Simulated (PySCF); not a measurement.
# C4H6BF: NMR shifts at several levels of theory, part 2 of 2

PySCF 2.14.0. Atoms count from 0. The steps go on from the part before.

### Step 8. Nuclear shieldings: wB97X-D/pcSseg-2

Job settings and geometry (Å):

```
{"job": {"kind": "nmr", "xc": "wB97X-D", "basis": "pcSseg-2", "pop": false}, "charge": 0, "multiplicity": 1}
C      2.138215     0.280917    -0.908451
C      0.910737    -0.112082    -0.535543
C      0.106574     0.640346     0.409821
C     -1.144277     0.336233     0.837546
B     -1.973620    -0.884421     0.393609
F     -3.207077    -1.026171     0.869785
H      2.732675    -0.294075    -1.622382
H      2.587397     1.194691    -0.505952
H      0.482851    -1.027233    -0.955025
H      0.589561     1.548668     0.795667
H     -1.601268     1.028378     1.555332
H     -1.591225    -1.743384    -0.370138
```

With the program's defaults for keys left out, this is: GIAO wB97X-D/pcSseg-2 NMR shielding, non-relativistic, gas phase.

The program printed:

```text
coarse grid: 10240 points
cycle   1  E = -280.6981429854  dE =  6.808e-01  |g| = 5.394e-01  |ddm| = 2.318e+00
cycle   2  E = -280.7019080338  dE = -3.765e-03  |g| = 6.197e-01  |ddm| = 6.784e-01
cycle   3  E = -280.7549128680  dE = -5.300e-02  |g| = 4.889e-02  |ddm| = 3.135e-01
cycle   4  E = -280.7554531417  dE = -5.403e-04  |g| = 2.391e-02  |ddm| = 5.690e-02
cycle   5  E = -280.7556048928  dE = -1.518e-04  |g| = 5.746e-03  |ddm| = 2.826e-02
cycle   6  E = -280.7556136262  dE = -8.733e-06  |g| = 2.042e-03  |ddm| = 6.793e-03
final grid: 99880 points
cycle   7  E = -280.7600417847  dE = -2.170e-04  |g| = 6.992e-03  |ddm| = 6.067e-02
cycle   8  E = -280.7600425240  dE = -7.393e-07  |g| = 7.276e-03  |ddm| = 8.462e-03
cycle   9  E = -280.7600508750  dE = -8.351e-06  |g| = 7.913e-04  |ddm| = 3.514e-03
cycle  10  E = -280.7600510089  dE = -1.339e-07  |g| = 2.961e-04  |ddm| = 9.924e-04
cycle  11  E = -280.7600510390  dE = -3.017e-08  |g| = 6.242e-05  |ddm| = 3.048e-04
cycle  12  E = -280.7600510426  dE = -3.535e-09  |g| = 1.969e-05  |ddm| = 1.715e-04
cycle  13  E = -280.7600510428  dE = -2.477e-10  |g| = 1.024e-05  |ddm| = 5.330e-05
converged SCF energy = -280.7600510428

GIAO shielding tensors (ppm)
atom      isotropic    diamagn.    paramagn.     s11        s22        s33       span
  0 C       45.625     252.857    -207.232    -71.128     51.859    156.143    227.271
  1 C       36.384     253.315    -216.931    -87.815     36.425    160.542    248.357
  2 C        7.351     252.419    -245.068   -125.592      9.789    137.855    263.447
  3 C       45.853     252.931    -207.078    -66.263     39.836    163.987    230.250
  4 B       55.095     192.723    -137.628     13.042     64.185     88.057     75.015
  5 F      220.852     463.288    -242.437     44.328    125.965    492.261    447.932
  6 H       25.504      29.703      -4.199     23.029     24.995     28.488      5.459
  7 H       25.522      30.940      -5.418     22.420     25.348     28.797      6.377
  8 H       23.513      32.710      -9.197     20.413     22.005     28.122      7.709
  9 H       23.692      32.277      -8.585     19.581     23.085     28.411      8.830
 10 H       25.451      31.222      -5.771     22.531     24.903     28.918      6.387
 11 H       25.642      29.670      -4.029     23.385     25.837     27.703      4.319
```

Run time: 49 s. Hardware: 1 thread of Arm Neoverse V1, shared host; peak memory 1.3 GiB.

This run: δ C2 177.1, C1 148.0, C0 138.8, C3 138.6, H8 7.84, H9 7.66 ppm.

### Step 9. Shielding tensors: LC-wPBE/pcSseg-2

Same as in step 8 but for these lines:

```diff
@@ -1,2 +1,2 @@
-{"job": {"kind": "nmr", "xc": "wB97X-D", "basis": "pcSseg-2", "pop": false}, "charge": 0, "multiplicity": 1}
+{"job": {"kind": "nmr", "xc": "LC-wPBE", "basis": "pcSseg-2", "pop": false}, "charge": 0, "multiplicity": 1}
 C      2.138215     0.280917    -0.908451
```

With the program's defaults for keys left out, this is: GIAO LC-wPBE/pcSseg-2 NMR shielding, non-relativistic, gas phase.

The program printed:

```text
coarse grid: 10240 points
cycle   1  E = -280.5946106330  dE =  7.772e-01  |g| = 5.403e-01  |ddm| = 2.290e+00
cycle   2  E = -280.6093963426  dE = -1.479e-02  |g| = 5.899e-01  |ddm| = 6.158e-01
cycle   3  E = -280.6558876011  dE = -4.649e-02  |g| = 4.809e-02  |ddm| = 2.868e-01
cycle   4  E = -280.6566538212  dE = -7.662e-04  |g| = 2.128e-02  |ddm| = 6.891e-02
cycle   5  E = -280.6567859698  dE = -1.321e-04  |g| = 7.027e-03  |ddm| = 2.486e-02
cycle   6  E = -280.6568020450  dE = -1.608e-05  |g| = 1.925e-03  |ddm| = 8.266e-03
cycle   7  E = -280.6568054121  dE = -3.367e-06  |g| = 9.463e-04  |ddm| = 4.123e-03
final grid: 99880 points
cycle   8  E = -280.6590081195  dE = -1.492e-04  |g| = 5.755e-03  |ddm| = 5.204e-02
cycle   9  E = -280.6590106887  dE = -2.569e-06  |g| = 5.183e-03  |ddm| = 6.890e-03
cycle  10  E = -280.6590146918  dE = -4.003e-06  |g| = 7.903e-04  |ddm| = 2.659e-03
cycle  11  E = -280.6590148094  dE = -1.176e-07  |g| = 2.694e-04  |ddm| = 8.745e-04
cycle  12  E = -280.6590148289  dE = -1.949e-08  |g| = 5.209e-05  |ddm| = 3.229e-04
cycle  13  E = -280.6590148303  dE = -1.383e-09  |g| = 2.524e-05  |ddm| = 1.188e-04
cycle  14  E = -280.6590148306  dE = -3.634e-10  |g| = 9.730e-06  |ddm| = 4.126e-05
converged SCF energy = -280.6590148306

GIAO shielding tensors (ppm)
atom      isotropic    diamagn.    paramagn.     s11        s22        s33       span
  0 C       44.625     252.594    -207.969    -79.519     52.505    160.889    240.408
  1 C       36.786     252.162    -215.376    -94.626     39.308    165.676    260.302
  2 C        6.649     251.427    -244.778   -134.862     10.744    144.064    278.927
  3 C       45.956     252.390    -206.434    -70.901     40.436    168.333    239.234
  4 B       49.997     192.238    -142.241      1.849     59.568     88.574     86.725
  5 F      213.877     464.411    -250.534     35.109    110.436    496.086    460.977
  6 H       25.339      29.884      -4.545     22.733     24.840     28.443      5.709
  7 H       25.376      30.986      -5.610     22.167     25.166     28.794      6.627
  8 H       23.418      32.460      -9.042     20.219     21.915     28.122      7.903
  9 H       23.526      32.026      -8.500     19.276     22.884     28.420      9.144
 10 H       25.321      31.143      -5.822     22.359     24.684     28.919      6.560
 11 H       25.491      29.659      -4.168     23.243     25.579     27.651      4.409
```

It took 65 s on 1 thread of Arm Neoverse V1, shared host; peak memory 1.2 GiB.

In short: δ C2 181.6, C1 151.5, C0 143.7, C3 142.3, H8 7.90, H9 7.79 ppm.

### Step 10. NMR shieldings: PBE0/6-31G

Same as in step 9 but for these lines:

```diff
@@ -1,2 +1,2 @@
-{"job": {"kind": "nmr", "xc": "LC-wPBE", "basis": "pcSseg-2", "pop": false}, "charge": 0, "multiplicity": 1}
+{"job": {"kind": "nmr", "xc": "PBE0", "basis": "6-31G", "pop": true}, "charge": 0, "multiplicity": 1}
 C      2.138215     0.280917    -0.908451
```

With the program's defaults for keys left out, this is: GIAO PBE0/6-31G NMR shielding, non-relativistic, gas phase.

The program printed:

```text
coarse grid: 10240 points
cycle   1  E = -280.3323700734  dE =  5.975e-01  |g| = 5.137e-01  |ddm| = 3.194e+00
cycle   2  E = -280.2880476490  dE =  4.432e-02  |g| = 7.501e-01  |ddm| = 1.158e+00
cycle   3  E = -280.3859547906  dE = -9.791e-02  |g| = 8.228e-02  |ddm| = 7.204e-01
cycle   4  E = -280.3876036721  dE = -1.649e-03  |g| = 1.951e-02  |ddm| = 1.120e-01
cycle   5  E = -280.3876935777  dE = -8.991e-05  |g| = 8.616e-03  |ddm| = 2.997e-02
cycle   6  E = -280.3877147218  dE = -2.114e-05  |g| = 1.795e-03  |ddm| = 1.017e-02
cycle   7  E = -280.3877155596  dE = -8.378e-07  |g| = 4.220e-04  |ddm| = 2.121e-03
final grid: 99880 points
cycle   8  E = -280.3519516551  dE = -2.155e-05  |g| = 5.716e-03  |ddm| = 2.235e-02
cycle   9  E = -280.3519521891  dE = -5.340e-07  |g| = 5.608e-03  |ddm| = 1.302e-02
cycle  10  E = -280.3519611679  dE = -8.979e-06  |g| = 1.094e-03  |ddm| = 7.094e-03
cycle  11  E = -280.3519614603  dE = -2.924e-07  |g| = 1.323e-04  |ddm| = 1.133e-03
cycle  12  E = -280.3519614647  dE = -4.392e-09  |g| = 5.406e-05  |ddm| = 1.871e-04
cycle  13  E = -280.3519614654  dE = -6.578e-10  |g| = 2.645e-05  |ddm| = 7.789e-05
converged SCF energy = -280.3519614654

GIAO shielding tensors (ppm)
atom      isotropic    diamagn.    paramagn.     s11        s22        s33       span
  0 C       72.201     257.918    -185.717    -26.766     72.151    171.218    197.983
  1 C       66.940     256.384    -189.444    -40.073     63.319    177.574    217.647
  2 C       41.791     255.643    -213.852    -71.850     40.465    156.758    228.608
  3 C       72.363     255.260    -182.897    -25.874     63.072    179.890    205.764
  4 B       71.149     196.332    -125.183     30.696     77.660    105.092     74.396
  5 F      201.604     463.196    -261.593      2.605     95.581    506.625    504.020
  6 H       26.591      29.696      -3.105     24.348     26.395     29.031      4.684
  7 H       26.634      31.024      -4.390     23.884     26.438     29.580      5.696
  8 H       24.906      32.310      -7.404     23.129     23.174     28.414      5.285
  9 H       25.065      31.415      -6.350     22.430     24.232     28.532      6.102
 10 H       26.474      30.063      -3.589     24.670     25.869     28.883      4.213
 11 H       26.111      30.731      -4.621     24.256     26.152     27.925      3.669
```

Run time: 5.2 s. Hardware: 1 thread of Arm Neoverse V1, shared host; peak memory 0.55 GiB.

In short: δ C2 157.7, C1 132.6, C0 127.3, C3 127.2, H8 7.71, H9 7.55 ppm.

### Step 11. NMR shieldings: PBE0/STO-3G

Same as in step 10 but for these lines:

```diff
@@ -1,2 +1,2 @@
-{"job": {"kind": "nmr", "xc": "PBE0", "basis": "6-31G", "pop": true}, "charge": 0, "multiplicity": 1}
+{"job": {"kind": "nmr", "xc": "PBE0", "basis": "STO-3G", "pop": true}, "charge": 0, "multiplicity": 1}
 C      2.138215     0.280917    -0.908451
```

With the program's defaults for keys left out, this is: GIAO PBE0/STO-3G NMR shielding, non-relativistic, gas phase.

The program printed:

```text
coarse grid: 10240 points
cycle   1  E = -276.7607384009  dE =  6.277e-01  |g| = 3.739e-01  |ddm| = 4.465e+00
cycle   2  E = -276.6831629482  dE =  7.758e-02  |g| = 6.651e-01  |ddm| = 1.347e+00
cycle   3  E = -276.8197041619  dE = -1.365e-01  |g| = 4.184e-02  |ddm| = 7.965e-01
cycle   4  E = -276.8202548691  dE = -5.507e-04  |g| = 1.752e-02  |ddm| = 8.645e-02
cycle   5  E = -276.8203486385  dE = -9.377e-05  |g| = 8.028e-03  |ddm| = 3.070e-02
cycle   6  E = -276.8203680191  dE = -1.938e-05  |g| = 1.318e-03  |ddm| = 1.034e-02
cycle   7  E = -276.8203685582  dE = -5.391e-07  |g| = 3.123e-04  |ddm| = 1.940e-03
final grid: 99880 points
cycle   8  E = -276.7940537979  dE = -7.369e-06  |g| = 2.368e-03  |ddm| = 1.177e-02
cycle   9  E = -276.7940543581  dE = -5.602e-07  |g| = 2.071e-03  |ddm| = 6.298e-03
cycle  10  E = -276.7940557477  dE = -1.390e-06  |g| = 5.532e-04  |ddm| = 3.263e-03
cycle  11  E = -276.7940558460  dE = -9.830e-08  |g| = 1.074e-04  |ddm| = 7.517e-04
cycle  12  E = -276.7940558497  dE = -3.624e-09  |g| = 3.157e-05  |ddm| = 1.754e-04
cycle  13  E = -276.7940558500  dE = -3.156e-10  |g| = 8.996e-06  |ddm| = 4.720e-05
converged SCF energy = -276.7940558500

GIAO shielding tensors (ppm)
atom      isotropic    diamagn.    paramagn.     s11        s22        s33       span
  0 C      123.159     252.637    -129.478     37.485    123.070    208.923    171.438
  1 C      120.959     254.051    -133.092     32.016    118.618    212.243    180.227
  2 C      107.294     252.785    -145.491     15.295    106.651    199.936    184.642
  3 C      120.506     251.788    -131.282     30.776    106.625    224.118    193.343
  4 B       87.032     200.641    -113.609     63.095     70.265    127.737     64.642
  5 F      210.196     450.151    -239.955    -43.548     41.726    632.411    675.959
  6 H       26.867      29.876      -3.009     24.749     25.845     30.006      5.257
  7 H       27.033      31.003      -3.970     24.467     25.921     30.710      6.243
  8 H       25.619      33.568      -7.949     23.258     24.312     29.287      6.028
  9 H       25.690      32.532      -6.842     23.827     24.073     29.170      5.343
 10 H       26.199      30.853      -4.655     24.594     24.755     29.247      4.653
 11 H       26.932      32.340      -5.408     25.834     26.142     28.820      2.986
```

Run time: 2.9 s. Hardware: 1 thread of Arm Neoverse V1, shared host; peak memory 0.55 GiB.

This run: δ C2 127.4, C3 114.2, C1 113.7, C0 111.5, H8 6.99, H9 6.92 ppm.

### Step 12. Side by side: NMR shifts

Shifts (ppm) of some atoms, chosen among heavy atoms and hydrogens apart, with basis size and wall time:

```tsv
run	C2	C1	C3	C0	H8	H11	F5	functions	time
PBE0/pcSseg-2	175.6	147.5	139.1	138.3	7.94	5.82	-34.6	300	41 s
mPW1PW91/pcSseg-2	175.5	147.5	138.9	138.2	7.90	5.78	-35.4	300	41 s
WP04/pcSseg-2	172.3	145.6	136.2	135.5	7.41	5.09	-59.6	300	40 s
B97-2/pcSseg-2	171.6	144.2	135.4	134.8	7.85	5.70	-42.0	300	39 s
BHandHLYP/pcSseg-2	177.2	147.2	137.9	137.7	7.78	5.54	-36.4	300	37 s
CAM-B3LYP/pcSseg-2	179.3	149.9	140.9	139.6	7.86	5.77	-27.1	300	51 s
wB97X-D/pcSseg-2	177.1	148.0	138.6	138.8	7.84	5.71	-34.4	300	49 s
LC-wPBE/pcSseg-2	181.6	151.5	142.3	143.7	7.90	5.83	-10.2	300	65 s
PBE0/6-31G	157.7	132.6	127.2	127.3	7.71	6.50	-24.2	66	5.2 s
PBE0/STO-3G	127.4	113.7	114.2	111.5	6.99	5.67	94.2	36	2.9 s
```

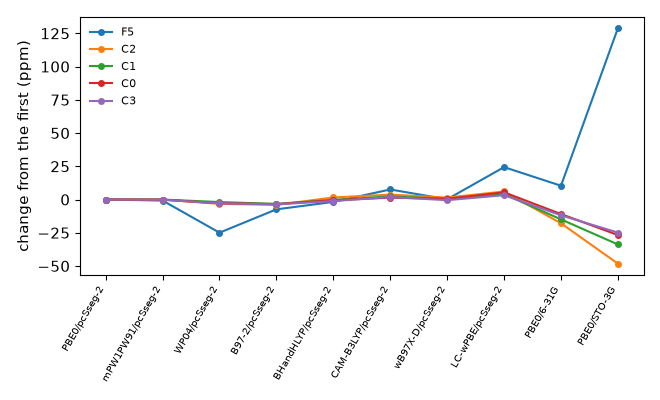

How five of the tabulated atoms move from run to run.

### Step 13. Summary of results

This closing draws on all 2 parts.

```
                                      quantity                                             value
        ¹³C shifts against TMS (PBE0/pcSseg-2)                    175.6, 147.5, 139.1, 138.3 ppm
         ¹H shifts against TMS (PBE0/pcSseg-2)            7.94, 7.66, 5.98, 5.85, 5.82, 5.82 ppm
   ¹¹B shifts against BF3·OEt2 (PBE0/pcSseg-2)                                          45.9 ppm
      ¹⁹F shifts against CFCl3 (PBE0/pcSseg-2)                                         -34.6 ppm
range of the shift of F5 (minimal bases aside)                                -59.6 to -10.2 ppm
                 property runs in this session  10, of which 0 failed and 1 gave unsound results
```

What this shows: Single values in the summary come from the first sound run of each kind (PBE0/pcSseg-2), which need not be the best level. At PBE0/pcSseg-2: Shielding is most anisotropic at F5 (span 459 ppm, paramagnetic term -254 ppm). Leaving out the minimal-basis runs, which are unusable for shieldings: Across the 9 runs the shift of F5 moves most, between -59.6 (WP04/pcSseg-2) and -10.2 ppm (LC-wPBE/pcSseg-2). Part of that comes from the computed reference.
